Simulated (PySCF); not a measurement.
C8H8Se, SMILES [SeH]/C=C\c1ccccc1, GFN2-xTB optimised geometry. Atoms within 1.6 Å of the plane z = 0.6 Å (x, y, z in Å): Se1 (0.49, -3.00, 1.30), C2 (-1.15, -2.48, 0.50), C3 (-1.48, -1.28, 0.02), C4 (-0.69, -0.06, 0.00), C5 (-1.35, 1.17, -0.03), C6 (-0.65, 2.36, -0.02), C7 (0.74, 2.34, 0.00), C8 (1.41, 1.13, 0.00), C9 (0.70, -0.06, 0.00), H10 (-0.05, -4.23, 1.84), H11 (-1.86, -3.30, 0.46), H12 (-2.49, -1.17, -0.36), H13 (-2.43, 1.19, -0.04), H14 (-1.18, 3.30, -0.04), H15 (1.29, 3.27, 0.00), H16 (2.49, 1.11, 0.00), H17 (1.25, -1.00, -0.05).

Level of theory: B3LYP/def2-SVP run with PySCF. Cells within 0.4 Å of a nucleus heavier than hydrogen are left out (blank, or x).

Map of the electron localisation function on the plane z = 0.6 Å:

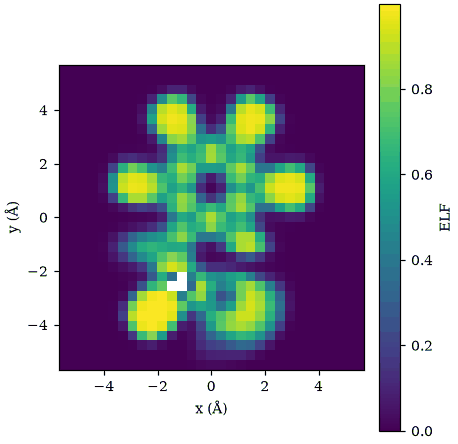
Figure. Electron localisation function on the plane z = 0.6 Å.
